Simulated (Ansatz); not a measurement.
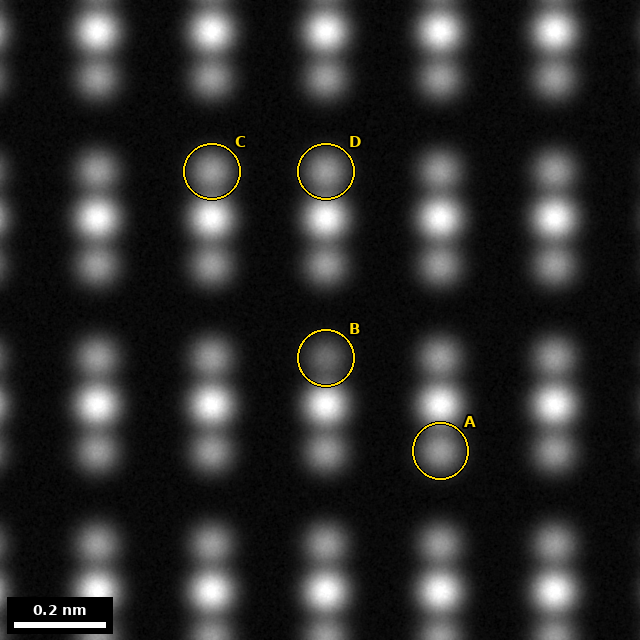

Z-contrast image of CeBr2 (Fm-3m, No. 225) along [211]. Simulation: incoherent imaging, intensity Z^1.6 per atom, probe width 0.65 Å, thin sample. The display is stretched by a gamma of 0.65; percentages refer to the linear signal. Shot noise was added.

The sample is 2 repeats (17.3 Å) thick. One point defect was put into the perfect crystal, without relaxing the atoms around it. Brightness is counted from the darkest point of the image. Host structure: a calculation's starting geometry; the starting structure was generated, so it need not be a known form of this composition.

Which ringed column holds the defect, and does it scatter more or less than its equals?

B; it scatters less. The column holds 2 atoms (Br) through the sample, and one Br atom is replaced by F, so its peak drops to about 55 % of that of its equals.
